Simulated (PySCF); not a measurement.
# C2H6Si (SMILES C[Si]C) at 6 levels

We compute a comparison of 6 runs (B3LYP/6-311+G**, CAM-B3LYP/6-311+G**, M06-2X/6-311+G**, M06-L/6-311+G**, PBE/6-311+G**, PBE0/6-311+G**) of C2H6Si. 

The results are computed with PySCF 2.14.0.

1 further run of the same task is left out (set aside as unsound or not needed).

### 1 Starting point

C2H6Si has 9 atoms, charge 0, and is taken as a singlet. SMILES: `C[Si]C`. The coordinates come from a PBE0-D4/def2-TZVP relaxation.

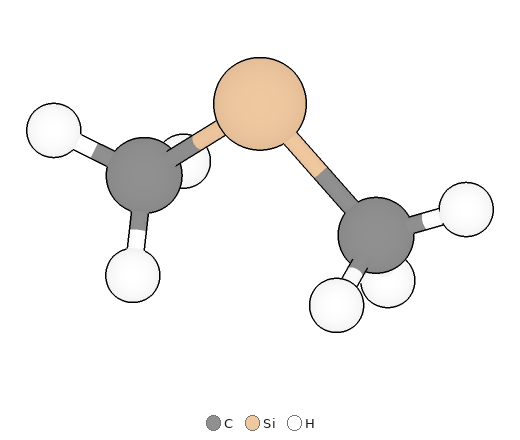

Viewed from a chosen angle; carbon grey, silicon light orange, hydrogen white.

### 2 The energy at B3LYP/6-311+G(d,p) (run 1)

Contents of job.py:

```python
from pyscf import gto, dft

molecule = gto.M(
    atom='''
C     -0.527400     1.047300    -0.805300
Si     0.896800    -0.199700    -0.912800
C      0.601900    -1.069400     0.746000
H     -1.430700     0.480400    -1.082200
H     -0.439700     1.875000    -1.511000
H     -0.703500     1.436700     0.202600
H     -0.455600    -1.193000     1.001000
H      1.117900    -2.026600     0.837300
H      1.028800    -0.397000     1.507100
''',
    basis='6-311+g**',
    verbose=3,
    max_memory=1860,
)

mf = dft.RKS(molecule, xc='b3lyp')
mf.grids.level = 5
mf.conv_tol = 1e-10
mf.kernel()
if not mf.converged:
    mf = mf.newton().run(mf.mo_coeff, mf.mo_occ)

e_tot = mf.e_tot
print('Final energy', e_tot)
```

Launch:

```console
OMP_NUM_THREADS=1 python job.py
```

Log:

```text
converged SCF energy = -369.322993215135
Final energy -369.3229932151348
```

Run time: 21 s. Hardware: 1 thread of Intel Xeon at 2.70GHz, shared host; peak memory 0.57 GiB.

### 3 The energy at CAM-B3LYP/6-311+G(d,p) (run 2)

Contents of run.py:

```python
from pyscf import gto, dft

mol = gto.Mole()
mol.atom = '''
C   -0.527400   1.047300  -0.805300
Si   0.896800  -0.199700  -0.912800
C    0.601900  -1.069400   0.746000
H   -1.430700   0.480400  -1.082200
H   -0.439700   1.875000  -1.511000
H   -0.703500   1.436700   0.202600
H   -0.455600  -1.193000   1.001000
H    1.117900  -2.026600   0.837300
H    1.028800  -0.397000   1.507100
'''
mol.basis = '6-311+g**'
mol.verbose = 4
mol.max_memory = 1860
mol.build()

mf = dft.RKS(mol, xc='cam-b3lyp')
mf.grids.level = 5
mf.conv_tol = 1e-10
mf.kernel()
if not mf.converged:
    mf = mf.newton().run(mf.mo_coeff, mf.mo_occ)

e_tot = mf.e_tot
print('Final energy', e_tot)
```

Launch:

```console
OMP_NUM_THREADS=1 python run.py
```

Log:

```text
PySCF version 2.14.0

[... 75 lines left out ...]
converged SCF energy = -369.249121314472
Final energy -369.24912131447184
```

Wall time 32 s (1 thread of Intel Xeon at 2.70GHz, shared host); peak memory 0.57 GiB.

Runs 3 to 5 aren't shown in full; the table further down has their settings and results.

### 4 The energy at PBE0/6-311+G(d,p) (run 6)

Contents of job.py:

```python
# C[Si]C
from pyscf import gto, dft

mol = gto.Mole()
mol.atom = '''
C       -0.527400       1.047300      -0.805300
Si       0.896800      -0.199700      -0.912800
C        0.601900      -1.069400       0.746000
H       -1.430700       0.480400      -1.082200
H       -0.439700       1.875000      -1.511000
H       -0.703500       1.436700       0.202600
H       -0.455600      -1.193000       1.001000
H        1.117900      -2.026600       0.837300
H        1.028800      -0.397000       1.507100
'''
mol.charge = 0
mol.verbose = 4
mol.max_memory = 1860
mol.basis = '6-311+g**'
mol.build()

myscf = dft.RKS(mol, xc='pbe0')
myscf.grids.level = 5
myscf.conv_tol = 1e-10
myscf.kernel()
if not myscf.converged:
    myscf = myscf.newton().run(myscf.mo_coeff, myscf.mo_occ)

etot = myscf.e_tot
print('Final energy', etot)
```

Launch:

```console
OMP_NUM_THREADS=1 python job.py
```

Log:

```text
PySCF version 2.14.0

[... 74 lines left out ...]
converged SCF energy = -369.068272006188
Final energy -369.0682720061877
```

Wall time 21 s (1 thread of Intel Xeon at 2.70GHz, shared host); peak memory 0.57 GiB.

### 5 Overview of the runs

```csv
run,level,energy (Eh),dipole moment (D),HOMO energy (eV),LUMO energy (eV),wall time
1,B3LYP/6-311+G**,-369.322993,1.27,-5.82,-2.33,21 s
2,CAM-B3LYP/6-311+G**,-369.249121,1.29,-7.25,-1.05,32 s
3,M06-2X/6-311+G**,-369.229538,1.21,-6.97,-1.31,34 s
4,M06-L/6-311+G**,-369.274040,1.28,-5.05,-2.68,38 s
5,PBE/6-311+G**,-369.026331,1.41,-4.97,-3.00,23 s
6,PBE0/6-311+G**,-369.068272,1.41,-5.98,-2.14,21 s
```

### 6 What came out

| quantity | value |
| --- | --- |
| run 6: total energy | -369.06827 Eh |
| run 6: dipole moment | 1.41 D |
| run 6: HOMO energy | -5.98 eV |
| run 6: LUMO energy | -2.14 eV |
| run 6: HOMO–LUMO gap | 3.84 eV |

**Reading.** The dipole moment (its size) runs from 1.21 D (M06-2X/6-311+G**) to 1.41 D (PBE0/6-311+G**). The HOMO–LUMO gap runs from 1.97 eV (PBE/6-311+G**) to 6.20 eV (CAM-B3LYP/6-311+G**). Totals of different functionals can't be ranked against each other. All runs together took 2.8 min, the longest 38 s.
